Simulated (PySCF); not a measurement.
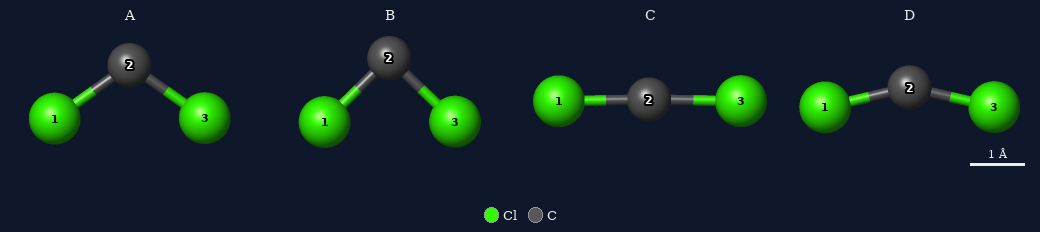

4 geometries from one relaxation of CCl2, in shuffled order. The picture is a ball-and-stick view, seen face on.

The start comes from MMFF94s. Its atoms were then displaced at random by about 0.03 Å.

These are results of PySCF, PBE0-D3(BJ)/def2-SVP geometry optimisation, gas phase, not measurements. 

### Order the frames from highest to lowest energy.

C, D, B, A. They are steps 0, 2, 4, 8, at +3.312 eV, +2.082 eV, +0.780 eV relative to the last. The energy falls by 3.312 eV in 8 geometry steps. C2 moves most after the best rigid fit: 0.64 Å. Largest moves by element: C 0.64 Å, Cl 0.44 Å. Among the contacts that change: Cl1–Cl3 3.403 → 2.804 Å, Cl1–C2 1.685 → 1.719 Å. Among the angles between lasting bonds that change: Cl1–C2–Cl3 178.1° → 109.3°. The run took 4.7 s on 1 thread of Arm Neoverse V2 (shared host).
